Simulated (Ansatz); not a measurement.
**Zr2NbC3: further runs on a relaxed guess**

The task, for Zr2NbC3: see whether it has a gap, which orbitals make up the states near it and how charge is shared.

Computed with Ansatz 0.2.0 (DFT PBE, scalar-relativistic, plane waves, PAW, unless a step's input says otherwise).

### 1 The structure to begin with

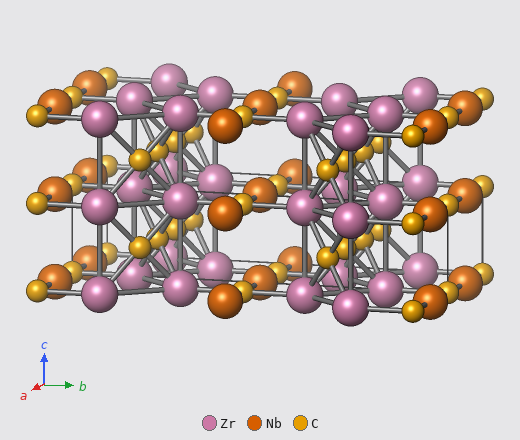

The starting structure, seen slightly off an axis (zirconium pink, niobium orange, carbon amber). 2×1×2 cells are drawn. Atoms on the faces are drawn again on the opposite ones. The cell drawn here is the conventional one.

As a file:

```xyz
6
Lattice="2.0758 -7.1391 0.0000 2.0758 7.1391 0.0000 0.0000 0.0000 3.2195" Properties=species:S:1:pos:R:3 pbc="T T T"
Zr    2.0758    4.7738    0.0000
Zr    2.0758   -4.7738    0.0000
Nb    2.0758    0.0000    0.0000
C     0.0000    0.0000    0.0000
C     1.0379   -3.5695    1.6098
C     1.0379    3.5695    1.6098
```

It is the end of an earlier relaxation with the same method, from a database cell with other species swapped in; it needn't be the stable form of this composition. At a tolerance of 0.05 Å it has space group Cmmm (No. 65); it has 15.90 Å³/atom, an uncorrected energy of +0.62 eV/atom over the elements.

### 2 Bands, states and charges

Input file input.yaml:

```yaml
crystal:
  lattice:
    - [2.075842955, -7.139091927, 0.0]
    - [2.075842955, 7.139091927, 0.0]
    - [0.0, 0.0, 3.2195038816]
  atoms:
    - { symbol: Zr, position: [0.1656585328, 0.8343414672, 0.0] }
    - { symbol: Zr, position: [0.8343414672, 0.1656585328, 0.0] }
    - { symbol: Nb, position: [0.5, 0.5, 0.0] }
    - { symbol: C, position: [0.0, 0.0, 0.0] }
    - { symbol: C, position: [0.5, 0.0, 0.5] }
    - { symbol: C, position: [0.0, 0.5, 0.5] }
basis:
  ecutwfc: 420
kpoints:
  mp_grid: { grid: [10, 10, 12] }
  band_path:
    path:
      - [[0.0, 0.0, 0.0], [-0.5, 0.5, 0.0], [-0.27113699, 0.72886301, 0.0]]
      - [[0.27113699, 0.27113699, 0.0], [0.0, 0.0, 0.0], [0.0, 0.0, 0.5], [0.27113699, 0.27113699, 0.5]]
      - [[-0.27113699, 0.72886301, 0.5], [-0.5, 0.5, 0.5], [-0.5, 0.5, 0.0]]
      - [[0.0, 0.0, 0.0], [0.0, 0.5, 0.0], [0.0, 0.5, 0.5], [0.0, 0.0, 0.5], [-0.5, 0.5, 0.5]]
    npoints: 14
hamiltonian:
  xc: pbe
scf:
  occupations: { method: gaussian, width: 0.1 }
  n_extra_bands: 15
output:
  forces: true
  stress: true
  eigenvalues: true
  populations: true
  dos: { projected: true, de: 0.02, nscf_kmesh: { grid: [12, 12, 15] } }
  bader: true
  write_density: true
  write_potential: true
  elf: true
  volumetric_format: npy
```

Run with:

```sh
$ ansatz run input.yaml --threads 1 --pin off --max-ram 2560MiB --backend cpu --events-out ev --progress --plain --runs-dir out
```

Log:

```text
Warning: RAYON_NUM_THREADS=1 ignored (pool sized by the plan → 1); use --threads N
scf.n_extra_bands = 15 over 25 filled bands (N_el = 49.0): the run solves 40 bands
Engine: ansatz 0.2.0, aarch64-unknown-linux-gnu
Pseudopotentials: kind: paw
Pseudopotential: Zr, paw, valence charge 12, recommended cutoff 420 eV (normal), Zr.paw.azcp
Pseudopotential: Nb, paw, valence charge 13, recommended cutoff 420 eV (normal), Nb.paw.azcp
Pseudopotential: C, paw, valence charge 4, recommended cutoff 420 eV (normal), C.paw.azcp
Functional definition: PBE
  parameter kappa = 0.804
  parameter beta = 0.06672455060314922
  exchange = pbe_x(kappa = kappa, mu = beta*pi^2/3)
  correlation = pbe_c(beta = beta)
Crystal: 6 atoms, lattice volume = 95.424 Å³
Basis set: ecut = 420 eV, 1883 PW (Γ), exchange–correlation on 100×100×48 points (8 copies of the dense FFT grid, shifted against one another)
Bands: 40, of which v1, the nominal top of the filled ones, is band 25 counted from 1 (24 counted from 0)
Symmetry: 8 space group operations
Space group: Cmmm (ITA 65), of the structure as read, at distance tolerance 4.6e-5 Å
k-points: 217 of 1200
Non-local potential: Zr, projectors of the file, l = 0: 3, l = 1: 2, l = 2: 2, l = 3: 2
Non-local potential: Nb, projectors of the file, l = 0: 3, l = 1: 2, l = 2: 2, l = 3: 1
Non-local potential: C, projectors of the file, l = 0: 2, l = 1: 2, l = 2: 1
PAW form: soft (Blöchl's): semilocal exchange-correlation on the pseudo side does not see the compensation charge
PAW one-centre angular grid: Zr, 590 points (default); XC on 64 Gauss nodes
PAW one-centre angular grid: Nb, 590 points (default); XC on 64 Gauss nodes
PAW one-centre angular grid: C, 110 points (default); XC on 64 Gauss nodes
Initial density: superposition of atomic densities (neutral atoms: chi_scale 0, normalization atom), corrected by the library's trained network
Initial wavefunctions: pseudopotential atomic-orbital guess
Functional: x = pbe(κ = 0.804, μ = 0.2195149727645171), c = pbe(β = 0.06672455060314922)
SCF iter   1: F=—  HF=-13669.159655 eV  |F-HF|=—  |Δ(HF+E_count)|=         —  Δρ=1.54e-2  dr2=7.18e-1  ethr=1.77e-3  ⟨swp⟩=5.1  Hψ=35792  notcnv=0  defer=478
preconditioner: auto → Kerker (q_TF=auto, 2.441 Å⁻¹)  [metal: Δε(μ)=0.001 eV  Ē_g=8.172 eV  σ=0.100 eV  W_gap=0.01  n_scr=18 (ndim 8)  ℏωp=19.0 eV  f_vac=0.000  D(μ)=4.88/eV (n_scr^D=46)]
SCF iter   2: F=—  HF=-13669.107749 eV  |F-HF|=—  |Δ(HF+E_count)|=   5.19e-2  Δρ=8.31e-3  dr2=2.39e-1  ethr=1.47e-3  ⟨swp⟩=1.0  Hψ=10416  notcnv=0  defer=505
SCF iter   3: F=—  HF=-13669.084076 eV  |F-HF|=—  |Δ(HF+E_count)|=   2.37e-2  Δρ=1.29e-3  dr2=3.11e-3  ethr=4.87e-4  ⟨swp⟩=1.8  Hψ=7329  notcnv=0  defer=533
SCF iter   4: F=—  HF=-13669.083817 eV  |F-HF|=—  |Δ(HF+E_count)|=   2.60e-4  Δρ=2.59e-4  dr2=1.04e-4  ethr=6.36e-6  ⟨swp⟩=1.9  Hψ=7797  notcnv=0  defer=554
SCF iter   5: F=—  HF=-13669.083823 eV  |F-HF|=—  |Δ(HF+E_count)|=   6.23e-6  Δρ=7.30e-5  dr2=5.48e-6  ethr=2.12e-7  ⟨swp⟩=2.2  Hψ=9579  notcnv=0  defer=554
SCF iter   6: F=—  HF=-13669.083874 eV  |F-HF|=—  |Δ(HF+E_count)|=   5.13e-5  Δρ=1.90e-5  dr2=8.36e-7  ethr=1.12e-8  ⟨swp⟩=2.6  Hψ=12439  notcnv=0  defer=1234
SCF iter   7: F=-13669.083874 eV  HF=-13669.083874 eV  |F-HF|=3.01e-8  |Δ(HF+E_count)|=   2.23e-8  Δρ=4.91e-6  dr2=5.82e-8  ethr=2.04e-10  ⟨swp⟩=12.0  Hψ=54633  notcnv=0
SCF 1 converged in 7 iterations: F = -13669.083874 eV  dr2 = 5.82e-8
NSCF: frozen V_eff on 158 k-points
NSCF: frozen V_eff on 344 k-points
SCF converged after 7 iterations
Free energy (F): -13669.083874 eV
Harris-Foulkes:  -13669.083874 eV  (|F-HF|=3.01e-8)
Internal energy: -13669.060050 eV  (E = F + TS)
E sigma→0 (E₀):  -13669.071962 eV
Entropy (-TS):   -0.023824 eV (-3.971 meV/atom)
Fermi energy:    11.614699 eV
--- Per-component energies (eV) ---
  E_band       = -334.830868
  E_kinetic    = 1317.608065
  E_local      = -2666.979108  (includes V_loc(G=0)·N_el)
  E_nonlocal   = 359.462583
  E_hartree    = 854.861043
  E_xc         = -640.870617
  E_vxc        = -770.474881  (∫ρ·V_xc dr)
  E_paw        = -9275.936476  (= ΣΔE_a)
  E_vpaw       = -284.170584  (= ΣTr[D̂ρ^β])
  E_aug_tail   = 0.000074  (compensation charges beyond the density's cutoff)
  E_ewald      = -3617.205612
  E_smearing   = -0.023824  (= −TS)
  E_closure    = -0.000000  (closes the sum)
  Σ components = -13669.083874   (vs F -13669.083874, Δ=0.00e0)
--- Forces (eV/Å), atoms counted from 1 ---
  atom   1  Zr     0.00000000    -0.00218209     0.00000000
  atom   2  Zr     0.00000000     0.00218209     0.00000000
  atom   3  Nb     0.00000000     0.00000000     0.00000000
  atom   4  C      0.00000000     0.00000000     0.00000000
  atom   5  C      0.00000000     0.00000000     0.00000000
  atom   6  C      0.00000000     0.00000000     0.00000000
  max |Σ_I F_I| component: 3.94e-31 eV/Å
--- Stress (GPa, compression-positive) ---
        0.014470       0.000000       0.000000
        0.000000      -0.025988       0.000000
        0.000000       0.000000      -0.048799
  P = ⅓ Tr σ = -0.0201 GPa (-0.201 kbar)
--- Band table (eV; the first three rows and the last of 217) ---
  k-point 0: bands = ["-43.0836", "-36.6623", "-36.6050", "-19.2023", "-19.1618", "-19.1019", "-15.0157", "-14.8699", "-14.6252", "-14.6185", "-14.5641", "-14.4638", "-0.3610", "1.3792", "5.0694", "5.9242", "6.8676", "8.9774", "9.2756", "9.4409", "10.1958", "10.7851", "10.9494", "11.1387", "11.9122", "12.6740", "12.7676", "13.3123", "13.4510", "13.9033", "15.0465", "15.3479", "15.3971", "15.9583", "15.9602", "16.7373", "18.4911", "18.6716", "19.0837", "19.4682"]
  k-point 1: bands = ["-43.0819", "-36.6589", "-36.6016", "-19.2003", "-19.1597", "-19.1222", "-15.0101", "-14.8645", "-14.6216", "-14.6139", "-14.6082", "-14.5035", "-0.2969", "1.4065", "5.0469", "6.0099", "6.9802", "8.6832", "9.2874", "9.7059", "10.3069", "10.3432", "11.1527", "11.3334", "11.9913", "12.2227", "12.7324", "13.0522", "13.4198", "13.7126", "15.0669", "15.2442", "15.5652", "16.1533", "16.2470", "17.2694", "18.5664", "18.5921", "18.9148", "19.2188"]
  k-point 2: bands = ["-43.0774", "-36.6495", "-36.5925", "-19.1947", "-19.1771", "-19.1540", "-14.9963", "-14.8495", "-14.7253", "-14.6359", "-14.6011", "-14.5864", "-0.1268", "1.4833", "4.9797", "6.2042", "7.3344", "8.2579", "9.3233", "9.8635", "9.9277", "10.6483", "11.1612", "11.4692", "11.6829", "12.2057", "12.4948", "12.8416", "13.1464", "13.3332", "15.0262", "15.1232", "15.7466", "16.6425", "17.0701", "18.0259", "18.1031", "18.6644", "18.7074", "19.2763"]
  k-point 216: bands = ["-43.0586", "-36.6111", "-36.5544", "-19.3975", "-19.1717", "-19.1310", "-15.2129", "-15.0537", "-14.8853", "-14.7821", "-14.5647", "-14.5538", "0.4719", "1.9266", "4.6232", "6.5335", "7.2418", "8.9486", "9.2126", "9.7236", "9.7658", "10.3228", "10.4385", "10.5553", "11.3838", "11.4957", "12.3280", "13.4356", "14.0009", "14.5206", "15.7663", "16.0069", "16.9285", "17.1036", "17.2108", "17.5526", "17.5581", "18.2701", "19.0452", "20.1615"]
--- Löwdin populations: 6 sites ---
  site symbol       q [e]
     0     Zr     11.2412
     1     Zr     11.2412
     2     Nb     12.7257
     3      C      4.6951
     4      C      4.4705
     5      C      4.4705
  spilling = 0.003177 (of n_electrons = 49.000000)
--- Bader charges: 6 sites ---
  site symbol  charge [e]  shift [e]
     0     Zr      1.7595     0.0010
     1     Zr      1.7595     0.0010
     2     Nb      0.6216     0.0001
     3      C     -1.6246     0.0005
     4      C     -1.2580     0.0008
     5      C     -1.2580     0.0008
  estimated error of the sums over rays = 6.6e-4 e
```

It took 3.2 min on 1 thread of Arm Neoverse V1, shared host; peak memory 1.1 GiB.

Site by site:

```tsv
atom	Löwdin electrons	Bader charge (e)	Bader volume (Å³)
Zr1	11.24	+1.76	14.1
Zr2	11.24	+1.76	14.1
Nb3	12.73	+0.62	23.9
C4	4.70	-1.62	16.5
C5	4.47	-1.26	13.4
C6	4.47	-1.26	13.4
```

The Löwdin counts miss 0.16 of the 49 electrons, which the atomic orbitals do not span, so they are no charges.

bands.tsv at the labelled points (eV, zero at the Fermi level; the bands nearest the Fermi level):

| point | band 22 | band 23 | band 24 | band 25 | band 26 | band 27 | band 28 | band 29 |
| --- | --- | --- | --- | --- | --- | --- | --- | --- |
| Γ | -0.83 | -0.67 | -0.48 | 0.30 | 1.06 | 1.15 | 1.70 | 1.84 |
| Y | -0.63 | -0.49 | -0.44 | -0.12 | 0.75 | 0.85 | 1.06 | 1.86 |
| C0 | -1.93 | -0.99 | -0.80 | -0.26 | 0.53 | 1.40 | 1.81 | 3.38 |
| Σ0 | -1.93 | -0.99 | -0.80 | -0.26 | 0.53 | 1.40 | 1.81 | 3.38 |
| Γ | -0.83 | -0.67 | -0.48 | 0.30 | 1.06 | 1.15 | 1.70 | 1.84 |
| Z | -1.86 | -0.48 | -0.01 | 0.01 | 0.22 | 0.30 | 0.64 | 3.05 |
| A0 | -2.18 | -0.09 | -0.02 | 1.06 | 1.35 | 2.14 | 2.71 | 2.73 |
| E0 | -2.18 | -0.09 | -0.02 | 1.06 | 1.35 | 2.14 | 2.71 | 2.73 |
| T | -1.29 | -1.18 | -1.06 | -0.23 | -0.12 | 0.71 | 1.82 | 2.39 |
| Y | -0.63 | -0.49 | -0.44 | -0.12 | 0.75 | 0.85 | 1.06 | 1.86 |
| Γ | -0.83 | -0.67 | -0.48 | 0.30 | 1.06 | 1.15 | 1.70 | 1.84 |
| S | -1.89 | -0.84 | -0.81 | -0.56 | 0.67 | 1.45 | 1.87 | 3.39 |
| R | -2.16 | -0.07 | -0.04 | 1.08 | 1.66 | 2.25 | 2.43 | 2.74 |
| Z | -1.86 | -0.48 | -0.01 | 0.01 | 0.22 | 0.30 | 0.64 | 3.05 |
| T | -1.29 | -1.18 | -1.06 | -0.23 | -0.12 | 0.71 | 1.82 | 2.39 |

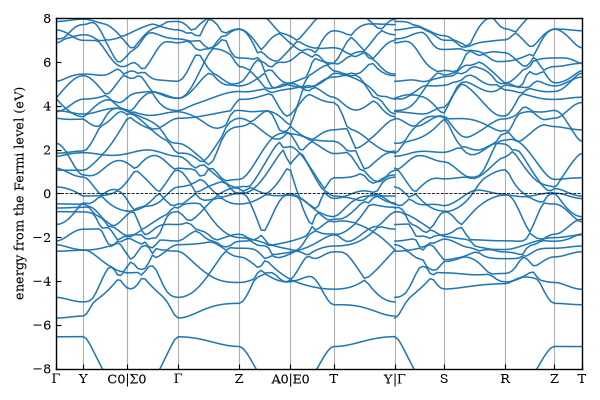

Bands along the path. Deeper bands lie below the window drawn.

States per cell in windows of 1 eV, from dos.tsv and pdos.tsv (zero at the Fermi level):

| from | to | total | Zr 4d | Nb 4d | C 2p |
| --- | --- | --- | --- | --- | --- |
| -8 | -7 | 0.56 | 0.14 | 0.00 | 0.08 |
| -7 | -6 | 0.20 | 0.05 | 0.00 | 0.01 |
| -6 | -5 | 0.21 | 0.05 | 0.00 | 0.14 |
| -5 | -4 | 1.75 | 0.38 | 0.12 | 0.96 |
| -4 | -3 | 3.65 | 0.79 | 0.55 | 1.86 |
| -3 | -2 | 5.45 | 1.60 | 0.56 | 2.92 |
| -2 | -1 | 3.80 | 1.04 | 0.74 | 1.63 |
| -1 | 0 | 4.19 | 0.91 | 1.83 | 1.02 |
| 0 | 1 | 3.53 | 0.74 | 1.61 | 0.81 |
| 1 | 2 | 3.63 | 1.59 | 1.14 | 0.53 |
| 2 | 3 | 3.48 | 1.75 | 0.80 | 0.47 |
| 3 | 4 | 3.60 | 1.96 | 0.55 | 0.74 |
| 4 | 5 | 3.56 | 1.74 | 0.55 | 0.87 |
| 5 | 6 | 4.76 | 2.38 | 0.40 | 0.96 |

Below -8 eV lie 29 or so more states.

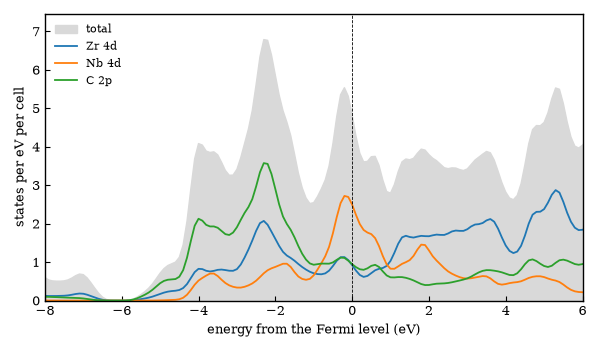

Total and projected density of states, smoothed over about 0.40 eV.

Axes a, b and c in the maps are those of this run's conventional cell (a, b, c = 4.152, 14.278, 3.220 Å).

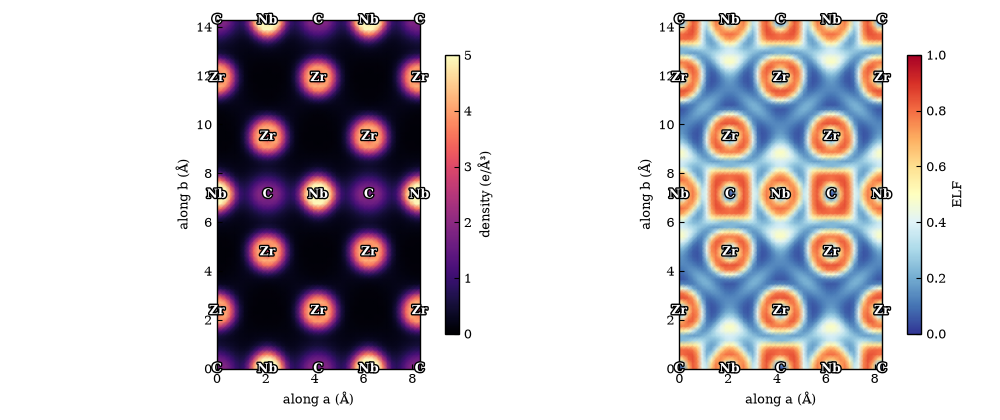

Density (left) and ELF (right) in a lattice plane of the grid's cell (edges 4.15 and 14.28 Å, at 0.000 of the third edge), which holds Zr and Nb and C. Only atoms in the plane are labelled. Both are smooth fields of the valence electrons: close to the nuclei they are not physical.

Maxima of ELF outside the ion cores: 0.88 in the shell around C, 0.7 Å from C; 0.85 beside C, off the lines to its neighbours, 0.7 Å from C; 0.50 between the atoms, 1.7 Å from Nb.

### 3 Results

| quantity | value |
| --- | --- |
| gap | none (metal) |
| states at the Fermi level | 4.50 per eV per cell |
| Bader charges | Zr +1.76, Nb +0.62, C -1.62 to -1.26 e |

**Reading.** Bands cross the Fermi level: a metal at this level of theory. Of the projected weight within 0.25 eV of the Fermi level, the largest part is Nb 4d (53 %) and C 2p (20 %). Bader charges go up to 1.8 e.
